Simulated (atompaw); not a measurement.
# Zr: generating and testing a PAW (atompaw) potential

Do these settings give a usable potential? It is generated, then checked for scattering, ghosts and hardness.

Method: atompaw 4.2.0.5, PBE, scalar-relativistic.

## Step 1: Starting point

Typed settings, in words:

| Property | Result |
| --- | --- |
| element | zirconium (Zr, Z = 40) |
| type | PAW |
| frozen core | [Kr] |
| valence charge | 4 |
| reference configuration | 4d2.5 5s1.5 5p0 |
| partial waves | 5s (bound): rc 3.00 bohr; 5s channel at 1.8 Ry: rc 3.00 bohr; 5p (bound, empty): rc 3.00 bohr; 5p channel at 1.65 Ry: rc 3.00 bohr; 4d (bound): rc 2.20 bohr; 4d channel at 0.25 Ry: rc 2.20 bohr |
| local potential | troulliermartins scheme with l = 3 at 0 Ry, radius 2.40 bohr |
| core correction | smooth core density matched at 2.20 bohr |
| augmentation charge | sinc compensation charge, radius 2.45 bohr; PAW radius 3.00 bohr; waves and projectors: custom rrkj gramschmidtortho |

The nodes and maxima of the atom's own shells, from an earlier all-electron run, set the scale for the radii.

All-electron outer shells of the reference configuration (PBE, scalar-relativistic, ld1.x):

```json
{"shell": "4s", "level (eV)": "-53.38", "outermost node (bohr)": "0.55", "outermost maximum (bohr)": "1.08"}
{"shell": "4p", "level (eV)": "-31.41", "outermost node (bohr)": "0.56", "outermost maximum (bohr)": "1.17"}
{"shell": "5s", "level (eV)": "-4.12", "outermost node (bohr)": "1.47", "outermost maximum (bohr)": "3.19"}
{"shell": "4d", "level (eV)": "-2.91", "outermost node (bohr)": "0.58", "outermost maximum (bohr)": "1.63"}
{"shell": "5p", "level (eV)": "-1.31", "outermost node (bohr)": "1.71", "outermost maximum (bohr)": "4.26"}
```

## Step 2: The generation run

Zr.input

```
Zr 40
GGA-PBE scalarrelativistic loggrid 1500 logderivrange -2 5 176
5 5 4 0 0 0
5 0 1.5
5 1 0
4 2 2.5
0 0 0
c
c
c
c
v
c
c
c
v
c
v
2
3.00 2.45 2.40 2.20
y
1.8
n
y
1.65
n
y
0.25
n
custom rrkj gramschmidtortho sinc
3 0 troulliermartins
3.00
3.00
3.00
3.00
2.20
2.20
PWSCFOUT
UPFDX 0.0125d0 UPFXMIN -7.d0 UPFZMESH 40.d0
END
```

Started as:

```sh
$ atompaw < Zr.input > Zr.log
```

The output, the file Zr (summary file):

```text
 Completed calculations for Zr (AE)

 Exchange-correlation type: GGA, Perdew-Burke-Ernzerhof

 Radial integration grid is logarithmic 
 r0 =   2.1400192E-04 h =   8.5600766E-03   n =      1500 rmax =   8.0000000E+01

 Scalar relativistic calculation

 AEatom converged in  35 iterations
   nz     =  40.00
   delta  =       7.263665969568E-17

 All Electron Orbital energies:         
  n  l      occupancy      energy
  1  0      2.0000000E+00 -1.3100408E+03
  2  0      2.0000000E+00 -1.8144021E+02
  3  0      2.0000000E+00 -2.9661729E+01
  4  0      2.0000000E+00 -3.9235960E+00
  5  0      1.5000000E+00 -3.0269290E-01
  2  1      6.0000000E+00 -1.6178797E+02
  3  1      6.0000000E+00 -2.3259014E+01
  4  1      6.0000000E+00 -2.3087766E+00
  5  1      0.0000000E+00 -9.6082067E-02
  3  2      1.0000000E+01 -1.2751808E+01
  4  2      2.5000000E+00 -2.1389227E-01

 Total energy
   Total                    :    -7197.02426479305905

 ---
 Completed calculations for Zr (SC)

 Exchange-correlation type: GGA, Perdew-Burke-Ernzerhof

 Radial integration grid is logarithmic 
 r0 =   2.1400192E-04 h =   8.5600766E-03   n =      1500 rmax =   8.0000000E+01

 Scalar relativistic calculation

 SCatom converged in   3 iterations
   nz     =  40.00
   delta  =       9.423584495417E-17

 Valence Electron Orbital energies:         
  n  l      occupancy      energy
   5  0      1.5000000E+00 -3.0269290E-01
   5  1      0.0000000E+00 -9.6082067E-02
   4  2      2.5000000E+00 -2.1389227E-01

 Total energy
   Total                    :    -7197.02426479287169
   Valence                  :     -230.51110539907873

 PAW parameters: 
       lmax =            2
         rc =    3.0145451773161365     
        irc =         1117
   rc_shape =    2.4546665699673396     
    rc_vloc =    2.4129963562560071     
    rc_core =    2.2150181198216061     
   Vloc: Norm-conserving Troullier-Martins with l= 3;e=   0.0000E+00
   Projector type: RRKJ pseudization + Gram-Schmidt ortho.
   Sinc^2 compensation charge shape zeroed at   2.4547E+00

 Number of basis functions     6
 No.   n  nodes  l      Energy         Cp coeff         Occ
  1    5    4    0   -0.3026929E+00  0.1000000E+01  0.1500000E+01
  2  999    5    0    0.1800000E+01  0.5099422E-01  0.0000000E+00
  3    5    3    1   -0.9608207E-01  0.1000000E+01  0.0000000E+00
  4  999    4    1    0.1650000E+01  0.1222134E+00  0.0000000E+00
  5    4    1    2   -0.2138923E+00  0.1000000E+01  0.2500000E+01
  6  999    2    2    0.2500000E+00  0.3884482E-01  0.0000000E+00

 Eigenvalues of overlap operator (in the basis of projectors):
    1        2.27226990E-03
    2        1.25110786E-02
    3        9.29592933E-01
    4        5.55850810E+00
    5        3.02942452E+01
    6        6.07610729E+01

 Orbital leakage outside PAW augmentation regions
   orb  is_core?  %out_of_sphere
   1 0    T           0.00
   2 0    T           0.00
   3 0    T           0.00
   4 0    T           0.14
   5 0    F          69.79
   2 1    T          -0.00
   3 1    T           0.00
   4 1    T           0.76
   5 1    F          90.21
   3 2    T           0.00
   4 2    F          24.53

 Summary of PAW energies
   Total valence energy     :   -230.51110617299301
   Smooth energy            :      4.16243209777080
   One center               :   -234.67353827076380
   Smooth kinetic           :      5.45332497088805
   Vloc energy              :     -1.47102301035410
   Smooth exch-corr         :     -5.63066333088297
   One-center xc            :   -222.24904430980786
```

Run time: 5.3 s. Hardware: 1 thread of AMD EPYC 9R45, shared host.

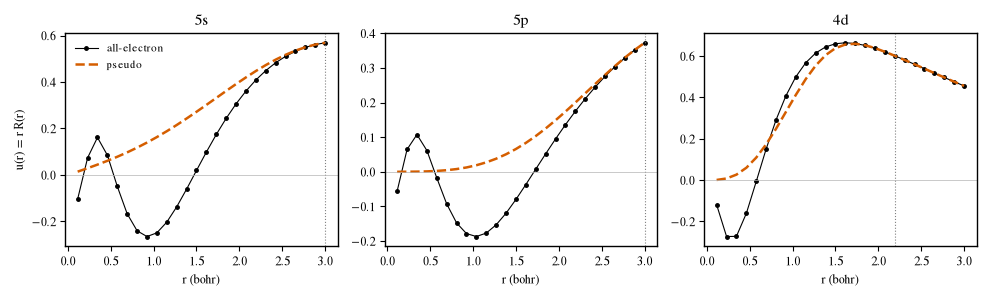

All-electron and pseudo partial waves (5s, 5p, 4d), with the matching radii dotted. The curves join 26 sampled radii, too few to resolve the innermost nodes.

## Step 3: Does it scatter like the atom?

Taken from the files of the generation run. The phase is arctan(r·u′/u) with u = r·R, unwrapped, with energies in Ry. A pole is an energy at which the radial function vanishes at the test radius. The pseudo phase is shifted by a multiple of π to meet the all-electron one at the reference energy. Levels narrower than the energy grid can be missing from the poles. The last column is the largest difference on the grid between −1 and +1 Ry.

| channel | radius (bohr) | reference (Ry) | poles AE | poles PS | window around the reference with phases within 0.05 rad (Ry) | largest difference near zero (rad) |
| --- | --- | --- | --- | --- | --- | --- |
| s | 3.02 | -0.30 | 1.72 | 1.72 | below 3.8 | 0.001 |
| p | 3.02 | -0.10 | 2.72 | -1.37, 2.72 | -1.2 to 4.9 | 0.005 |
| d | 3.02 | -0.21 | 0.20, 4.60 | 0.20, 4.62 | the whole range | 0.000 |

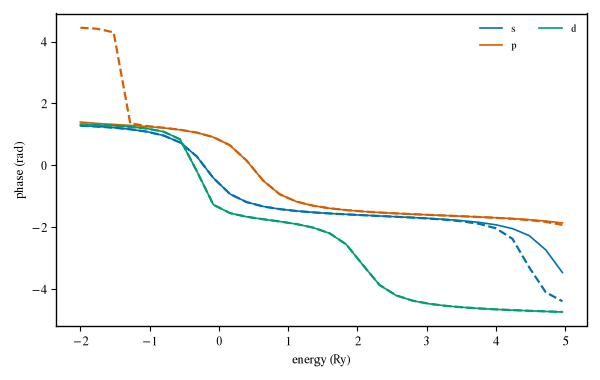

Phases by channel: all-electron solid, pseudo dashed.

## Step 4: Cutoff and ghost test in a Bessel basis

This step uses the generator's waves and projectors in a separate script. Basis: spherical Bessel functions vanishing at 20 bohr, q² up to the cutoff; potential fixed at the reference.

All-electron valence levels (Ry): 5s -0.3027, 5p -0.0961, 4d -0.2139. The lowest levels of each channel (Ry) by cutoff; the last column sums, over occupied levels, occupation times the distance from the level at 400 Ry. A positive value at high cutoff is not a bound level.

| cutoff (Ry) | s #1 | s #2 | p #1 | p #2 | d #1 | f #1 | Σ f·Δε (mRy) |
| --- | --- | --- | --- | --- | --- | --- | --- |
| 8 | -2.2490 | -0.3027 | -0.3441 | -0.0960 | -0.0762 | 0.0994 | 344.2 |
| 10 | -3.1136 | -0.3027 | -0.8143 | -0.0960 | -0.1316 | 0.0994 | 205.8 |
| 12 | -3.6520 | -0.3027 | -1.0817 | -0.0960 | -0.1758 | 0.0994 | 95.3 |
| 15 | -3.9413 | -0.3027 | -1.2870 | -0.0961 | -0.2005 | 0.0994 | 33.6 |
| 18 | -4.1131 | -0.3027 | -1.3516 | -0.0961 | -0.2123 | 0.0994 | 3.9 |
| 21 | -4.1473 | -0.3027 | -1.3838 | -0.0961 | -0.2136 | 0.0994 | 0.8 |
| 25 | -4.1580 | -0.3027 | -1.4012 | -0.0961 | -0.2137 | 0.0994 | 0.6 |
| 30 | -4.1606 | -0.3027 | -1.4046 | -0.0961 | -0.2137 | 0.0994 | 0.4 |
| 400 | -4.1622 | -0.3027 | -1.4052 | -0.0961 | -0.2139 | 0.0994 | 0.0 |

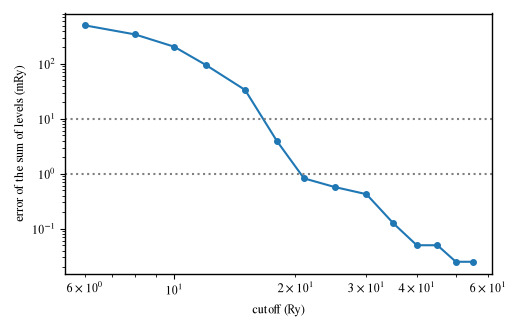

Occupation-weighted error of the valence levels against the cutoff; the dotted lines mark 10 and 1 mRy.

The sum stays within 10 mRy from 18 Ry and within 1 mRy from 21 Ry. The sum leaves out empty levels, which can need more. Ghost test: ghost states, bound below the all-electron valence or empty levels of the same l: s at -56.6 eV, p at -19.1 eV.

## Step 5: Results

```
                                                quantity                           value
               cutoffs for 10 and 1 mRy, occupied levels                 18 Ry and 21 Ry
                                            bound ghosts  s at -56.63 eV, p at -19.12 eV
largest phase difference near zero energy, channels read                       0.005 rad
         lowest eigenvalue of the overlap (Bessel basis)                       0.556 (s)
        share of valence orbitals outside the PAW sphere       5s 70 %, 5p 90 %, 4d 25 %
                                                UPF file                         written
```

**Reading.** A bound ghost (s, p) makes it unfit for use: electrons can fall into a state that the atom doesn't have. It counts as soft on the atom at that tolerance, with 18 Ry needed at the looser tolerance. The slowest occupied level is 4d: taken alone it needs 21 Ry to come within 1 mRy, against 8 Ry for 5s. Near zero energy the phases of the channels with partial waves agree within 0.005 rad. The pseudo curves have a pole with no partner nearby in the atom's: p at -1.37 Ry. These are tests on the free atom; a crystal test is still owed.
